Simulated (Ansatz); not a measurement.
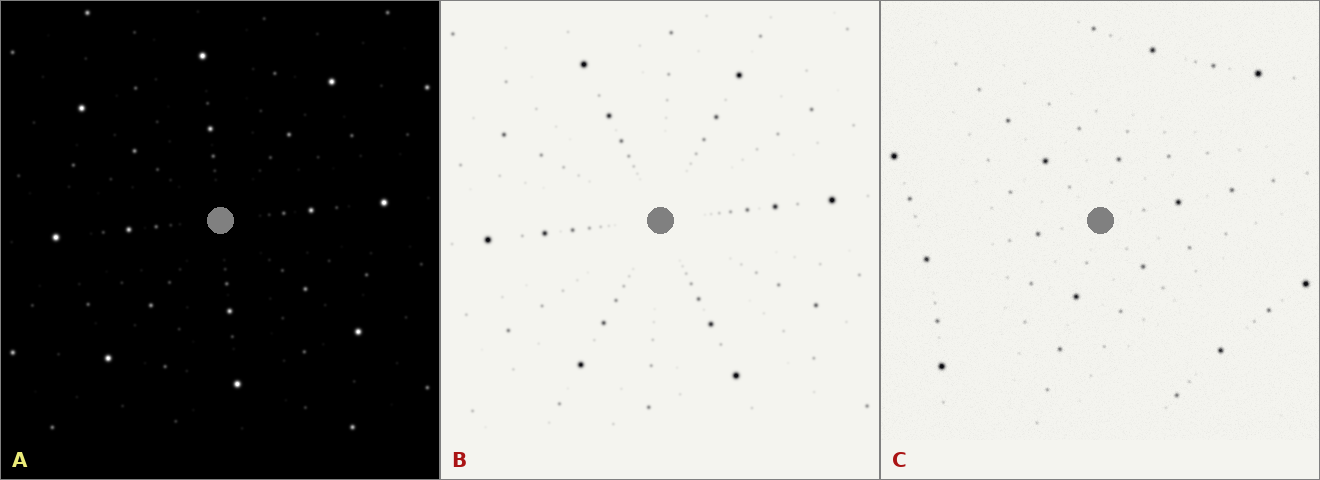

Simulated back-reflection Laue patterns (white X-rays, 0.45 to 2.2 Å, flat plate covering ±45° about the beam, kinematic intensities, seen from the source). Crystal: Mo, space group Im-3m (No. 229), a = 3.163 Å. Structure: the input geometry of an electronic-structure calculation (not necessarily at equilibrium).

The directions [001], [110], [111] point towards the source, in some order. Which is which?

Answer. A: [001], symmetry 4mm (a fourfold axis with mirror lines). B: [110], symmetry 2mm (a twofold axis with two mirror lines). C: [111], symmetry 3m (a threefold axis with three mirror lines). The Laue class is m-3m.
